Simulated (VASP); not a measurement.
Band structure of SnSe (space group Fm-3m). Method: r2SCAN+rVV10, VASP's PBE PAW potentials (set 64) (plane waves; VASP 6.6.1).

Unless said otherwise, spin-orbit coupling is left out, though it shifts the bands of the heavy elements here.

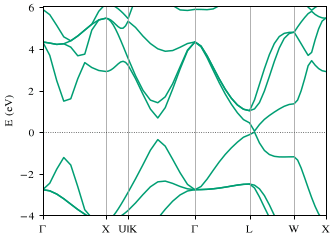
Bands along high-symmetry lines, zero at the valence-band maximum or, without a gap, the Fermi level

Q: Read the plot: is there a gap, and where are the band edges?

A: The gap is direct, 0.05 eV, from the valence maximum at L-W at 0.11 to the conduction minimum at L-W at 0.11.

The structure comes from a measured SnSe entry (Fm-3m) of the Crystallography Open Database, whose conditions weren't checked. It was relaxed first.
